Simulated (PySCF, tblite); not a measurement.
**C₇H₈O₂: a rotation path, then NMR shifts on frames, part 1 of 2**

How do NMR shifts of C₇H₈O₂ (`O=CO[C@@]12CC=C[C@@H]1C2`) change as the atoms move?

Computed with tblite 0.8.0 and PySCF 2.14.0, with density-fitted response routines of our own, on a single molecule in the gas phase. Atoms are numbered from 0 throughout.

### Step 1. Starting geometry

17 atoms, charge 0, multiplicity 1; geometry from: GFN2-xTB.

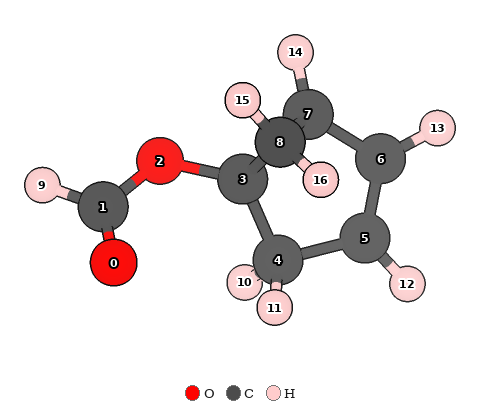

As it starts; oxygen red, carbon dark grey, hydrogen pink, atoms numbered.

### Step 2. The rotation path with GFN2-xTB

What the job is given:

```
{"job": {"kind": "neb", "xc": "GFN2-xTB", "basis": "xTB", "atoms": [8, 3, 2, 1], "turn": 120}, "charge": 0, "multiplicity": 1}
O      2.245964     0.134948    -1.842291
C      2.563801     0.051864    -0.694225
O      1.762446     0.023759     0.358877
C      0.373561     0.109389     0.107670
C     -0.302817    -1.050258    -0.603919
C     -1.645706    -1.118493     0.065639
C     -1.774046    -0.236801     1.049235
C     -0.567489     0.612224     1.173791
C     -0.257296     1.457864    -0.041769
H      3.606742    -0.021369    -0.338187
H      0.260799    -1.976165    -0.457498
H     -0.383284    -0.877735    -1.678855
H     -2.386384    -1.832091    -0.249407
H     -2.629253    -0.112861     1.689348
H     -0.234446     0.946359     2.143443
H      0.379739     2.317016     0.103338
H     -1.019331     1.584380    -0.795100
```

Method: GFN2-xTB climbing-image nudged elastic band, gas phase.

Command:

```bash
$ OMP_NUM_THREADS=1 python probes_run.py task.json out
```

This one command runs all jobs of the session in turn.

Standard output:

```text
image   E - E0 / eV
  0       0.0000
  1       0.0044
  2       0.0160
  3       0.0349
  4       0.0517
  5       0.0533
  6       0.0360
  7       0.0117
  8       0.0014
```

Run time: 13 s. Hardware: 1 thread of Intel Xeon at 2.50GHz, shared host; peak memory 0.18 GiB.

The final band, with the dihedral C8–C3–O2–C1:

| image | dihedral (°) | energy (eV) | energy (kcal/mol) |
| --- | --- | --- | --- |
| 0 | -85 | 0.000 | 0.0 |
| 1 | -70 | 0.004 | 0.1 |
| 2 | -54 | 0.016 | 0.4 |
| 3 | -40 | 0.035 | 0.8 |
| 4 | -24 | 0.052 | 1.2 |
| 5 | -5 | 0.053 | 1.2 |
| 6 | 14 | 0.036 | 0.8 |
| 7 | 31 | 0.012 | 0.3 |
| 8 | 42 | 0.001 | 0.0 |

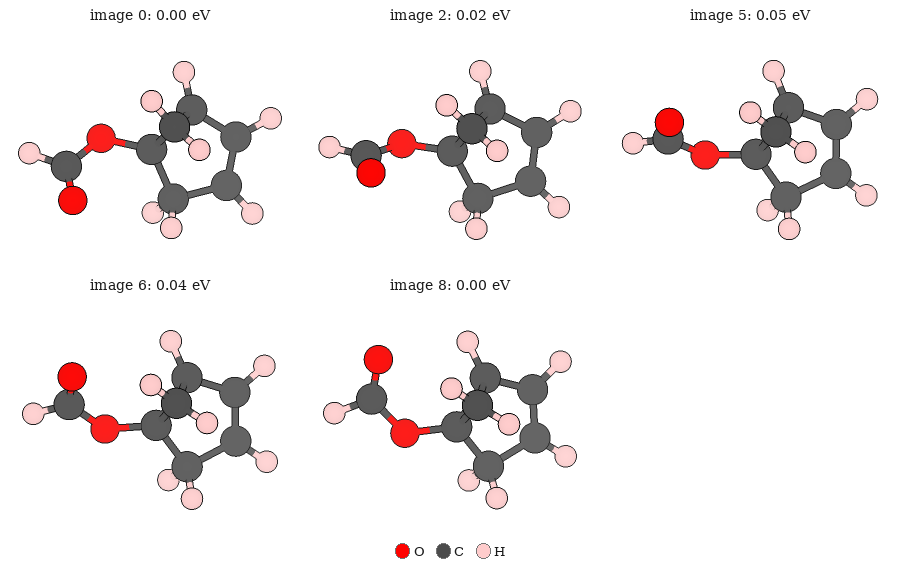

Images along the band.

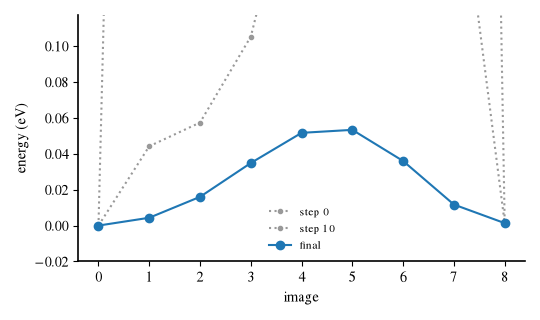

Energy along the band, early and final.

### Step 3. Shielding tensors: image 0, PBE0/pcSseg-1

What the job is given:

```
{"job": {"kind": "nmr", "xc": "PBE0", "basis": "pcSseg-1", "pop": false}, "charge": 0, "multiplicity": 1}
O      2.246000     0.134900    -1.842300
C      2.563800     0.051900    -0.694200
O      1.762400     0.023800     0.358900
C      0.373600     0.109400     0.107700
C     -0.302800    -1.050300    -0.603900
C     -1.645700    -1.118500     0.065600
C     -1.774000    -0.236800     1.049200
C     -0.567500     0.612200     1.173800
C     -0.257300     1.457900    -0.041800
H      3.606700    -0.021400    -0.338200
H      0.260800    -1.976200    -0.457500
H     -0.383300    -0.877700    -1.678900
H     -2.386400    -1.832100    -0.249400
H     -2.629300    -0.112900     1.689300
H     -0.234400     0.946400     2.143400
H      0.379700     2.317000     0.103300
H     -1.019300     1.584400    -0.795100
```

Method: GIAO PBE0/pcSseg-1 NMR shielding, non-relativistic, gas phase.

Standard output:

```text
coarse grid: 14736 points
cycle   1  E = -421.2035337186  dE =  1.839e+00  |g| = 8.802e-01  |ddm| = 3.853e+00
cycle   2  E = -420.8871711037  dE =  3.164e-01  |g| = 1.573e+00  |ddm| = 1.527e+00
cycle   3  E = -421.3402573374  dE = -4.531e-01  |g| = 2.832e-01  |ddm| = 1.104e+00
cycle   4  E = -421.3545748768  dE = -1.432e-02  |g| = 8.061e-02  |ddm| = 2.321e-01
cycle   5  E = -421.3555584539  dE = -9.836e-04  |g| = 2.387e-02  |ddm| = 5.142e-02
cycle   6  E = -421.3556760381  dE = -1.176e-04  |g| = 5.491e-03  |ddm| = 1.992e-02
cycle   7  E = -421.3556822140  dE = -6.176e-06  |g| = 1.594e-03  |ddm| = 6.218e-03
final grid: 143848 points
cycle   8  E = -421.4305686549  dE = -3.231e-05  |g| = 1.444e-02  |ddm| = 3.872e-02
cycle   9  E = -421.4305187732  dE =  4.988e-05  |g| = 2.200e-02  |ddm| = 2.414e-02
cycle  10  E = -421.4306077008  dE = -8.893e-05  |g| = 2.502e-03  |ddm| = 1.436e-02
cycle  11  E = -421.4306088767  dE = -1.176e-06  |g| = 5.025e-04  |ddm| = 1.825e-03
cycle  12  E = -421.4306089161  dE = -3.941e-08  |g| = 1.794e-04  |ddm| = 4.424e-04
cycle  13  E = -421.4306089226  dE = -6.498e-09  |g| = 4.281e-05  |ddm| = 1.773e-04
cycle  14  E = -421.4306089229  dE = -3.338e-10  |g| = 1.777e-05  |ddm| = 5.556e-05
converged SCF energy = -421.4306089229

GIAO shielding tensors (ppm)
atom      isotropic    diamagn.    paramagn.     s11        s22        s33       span
  0 O     -121.548     402.633    -524.181   -408.541   -246.509    290.406    698.947
  1 C       20.354     244.867    -224.513    -82.388     68.178     75.274    157.662
  2 O       96.334     400.170    -303.836    -60.687    152.949    196.740    257.426
  3 C      119.298     249.560    -130.262     82.642     92.009    183.243    100.601
  4 C      140.974     247.508    -106.534    119.092    144.243    159.587     40.495
  5 C       48.635     254.689    -206.054    -58.408     60.213    144.099    202.507
  6 C       44.687     252.606    -207.919    -59.319     49.131    144.247    203.566
  7 C      153.924     253.377     -99.453    111.899    149.795    200.078     88.179
  8 C      159.235     252.739     -93.503    136.405    147.216    194.086     57.681
  9 H       23.599      25.577      -1.978     19.097     23.205     28.495      9.399
 10 H       28.911      30.503      -1.592     24.529     27.659     34.546     10.017
 11 H       28.264      30.544      -2.280     23.885     27.407     33.498      9.613
 12 H       25.925      30.465      -4.540     24.057     25.705     28.014      3.957
 13 H       25.458      30.712      -5.254     23.952     25.562     26.861      2.908
 14 H       29.385      32.247      -2.861     23.811     26.998     37.347     13.535
 15 H       30.358      32.051      -1.692     26.341     26.939     37.796     11.455
 16 H       31.390      31.948      -0.559     26.141     28.970     39.059     12.919
```

Wall time 95 s (1 thread of Intel Xeon at 2.50GHz, shared host); peak memory 0.86 GiB.

Shifts follow as δ = σ(reference) − σ, with reference shieldings (ppm) from runs at the same level and on the same kind of geometry: 1H TMS 31.72, 13C TMS 186.9, 17O H2O 336.1. The references are single molecules in the gas phase, so shifts against H2O, NH3, PH3, H3PO4 or CFCl3 are not on the usual liquid scales and can be off by tens of ppm. Each atom is listed at this fixed geometry, with no averaging over motion; a spectrum would average atoms that exchange fast.

| atoms | environment | σ (ppm) | δ (ppm) |
| --- | --- | --- | --- |
| C1 | ester carbonyl carbon | 20.4 | 166.6 |
| C6 | alkene CH | 44.7 | 142.2 |
| C5 | alkene CH | 48.6 | 138.3 |
| C3 | three-membered-ring carbon | 119.3 | 67.6 |
| C4 | allylic sp3 CH2 | 141.0 | 46.0 |
| C7 | three-membered-ring carbon | 153.9 | 33.0 |
| C8 | three-membered-ring carbon | 159.2 | 27.7 |
| H9 | hydrogen on an ester carbonyl carbon | 23.60 | 8.12 |
| H13 | hydrogen on an alkene CH | 25.46 | 6.26 |
| H12 | hydrogen on an alkene CH | 25.93 | 5.79 |
| H11 | hydrogen on an allylic sp3 CH2 | 28.26 | 3.45 |
| H10 | hydrogen on an allylic sp3 CH2 | 28.91 | 2.81 |
| H14 | hydrogen on a three-membered-ring carbon | 29.39 | 2.33 |
| H15 | hydrogen on a three-membered-ring carbon | 30.36 | 1.36 |
| H16 | hydrogen on a three-membered-ring carbon | 31.39 | 0.33 |
| O0 | ester carbonyl oxygen | -121.5 | 457.6 |
| O2 | ester alkoxy oxygen | 96.3 | 239.7 |

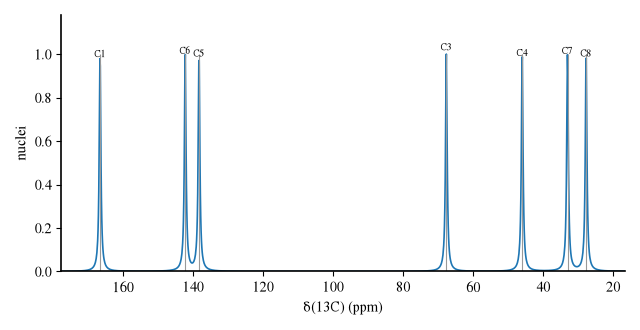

13C lines at the computed shifts, without couplings. Lines are broadened to a width of 0.56 ppm (Lorentzian).

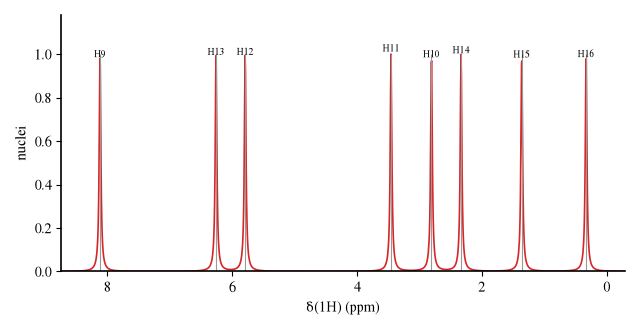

1H lines at the computed shifts, without couplings. Lines are broadened to a width of 0.03 ppm (Lorentzian).

Ring of atoms C3, C4, C5, C6, C7: NICS(0) -6.0, NICS(1) -4.1, NICS(1)zz -2.8 ppm (means of both faces; NICS(1) differs between them: -2.1 and -6.2). The ring holds saturated atoms, so no π current runs round it: these values come from its σ bonds, any local π bonds and neighbouring rings, and say nothing of aromaticity.

Ring of atoms C3, C7, C8: NICS(0) -39.8, NICS(1) -7.5, NICS(1)zz -18.7 ppm (means of both faces). The ring holds saturated atoms, so no π current runs round it: these values come from its σ bonds, any local π bonds and neighbouring rings, and say nothing of aromaticity.

In rings of three or four atoms NICS is ruled by the nearby σ bonds, so it says little on aromaticity.

### Step 4. NMR shieldings: image 2, PBE0/pcSseg-1

What the job is given:

```
{"job": {"kind": "nmr", "xc": "PBE0", "basis": "pcSseg-1", "pop": false}, "charge": 0, "multiplicity": 1}
O      2.346900     0.898300    -1.603300
C      2.601500     0.276300    -0.617200
O      1.750400    -0.231400     0.261800
C      0.368000    -0.031200     0.046300
C     -0.405700    -1.175700    -0.589000
C     -1.734400    -1.118900     0.111100
C     -1.773500    -0.192300     1.060300
C     -0.510200     0.575800     1.117600
C     -0.178300     1.347200    -0.139600
H      3.626500     0.031500    -0.284400
H      0.096900    -2.128200    -0.399600
H     -0.502000    -1.054100    -1.669500
H     -2.532100    -1.789000    -0.157300
H     -2.598300     0.015600     1.718400
H     -0.126800     0.924500     2.063400
H      0.514100     2.169700    -0.049500
H     -0.950000     1.493900    -0.879500
```

Level: GIAO PBE0/pcSseg-1 NMR shielding, non-relativistic, gas phase.

Standard output:

```text
coarse grid: 14736 points
cycle   1  E = -421.1997844498  dE =  1.839e+00  |g| = 8.842e-01  |ddm| = 3.841e+00
cycle   2  E = -420.8752080349  dE =  3.246e-01  |g| = 1.588e+00  |ddm| = 1.529e+00
cycle   3  E = -421.3377394013  dE = -4.625e-01  |g| = 2.858e-01  |ddm| = 1.106e+00
cycle   4  E = -421.3523226023  dE = -1.458e-02  |g| = 8.178e-02  |ddm| = 2.331e-01
cycle   5  E = -421.3533350659  dE = -1.012e-03  |g| = 2.403e-02  |ddm| = 5.128e-02
cycle   6  E = -421.3534536725  dE = -1.186e-04  |g| = 5.571e-03  |ddm| = 1.992e-02
cycle   7  E = -421.3534601726  dE = -6.500e-06  |g| = 1.384e-03  |ddm| = 6.294e-03
final grid: 143848 points
cycle   8  E = -421.4287392900  dE = -3.494e-05  |g| = 1.378e-02  |ddm| = 3.893e-02
cycle   9  E = -421.4286972193  dE =  4.207e-05  |g| = 2.059e-02  |ddm| = 2.287e-02
cycle  10  E = -421.4287754978  dE = -7.828e-05  |g| = 2.118e-03  |ddm| = 1.336e-02
cycle  11  E = -421.4287763318  dE = -8.340e-07  |g| = 5.104e-04  |ddm| = 1.572e-03
cycle  12  E = -421.4287763728  dE = -4.108e-08  |g| = 1.828e-04  |ddm| = 4.423e-04
cycle  13  E = -421.4287763794  dE = -6.549e-09  |g| = 3.722e-05  |ddm| = 1.654e-04
cycle  14  E = -421.4287763796  dE = -2.616e-10  |g| = 1.027e-05  |ddm| = 4.513e-05
converged SCF energy = -421.4287763796

GIAO shielding tensors (ppm)
atom      isotropic    diamagn.    paramagn.     s11        s22        s33       span
  0 O     -118.902     402.308    -521.209   -417.256   -233.709    294.260    711.516
  1 C       21.102     244.707    -223.605    -83.233     71.157     75.383    158.617
  2 O      106.131     399.917    -293.786    -58.972    162.318    215.047    274.019
  3 C      121.557     249.152    -127.595     76.471    101.122    187.080    110.609
  4 C      142.031     246.868    -104.837    118.274    146.068    161.750     43.476
  5 C       50.845     255.146    -204.301    -55.582     64.758    143.358    198.939
  6 C       43.601     252.967    -209.366    -60.436     47.176    144.064    204.500
  7 C      152.690     253.587    -100.896    110.029    149.416    198.626     88.597
  8 C      158.057     252.431     -94.375    130.043    151.813    192.313     62.270
  9 H       23.632      25.585      -1.953     18.931     23.408     28.557      9.627
 10 H       28.781      29.982      -1.201     24.516     27.170     34.658     10.142
 11 H       28.695      30.296      -1.601     24.522     27.526     34.037      9.515
 12 H       26.057      30.346      -4.289     24.206     25.649     28.315      4.109
 13 H       25.440      30.681      -5.240     24.016     25.563     26.743      2.727
 14 H       29.573      32.510      -2.937     23.999     27.330     37.389     13.390
 15 H       29.965      32.563      -2.598     25.848     27.182     36.864     11.015
 16 H       31.234      32.002      -0.767     26.132     28.892     38.679     12.546
```

It took 82 s on 1 thread of Intel Xeon at 2.50GHz, shared host; peak memory 0.86 GiB.

This run: δ C1 165.8, C6 143.3, C5 136.1, C3 65.4, H9 8.08, H13 6.28 ppm.

(Continued in part 2 of 2.)
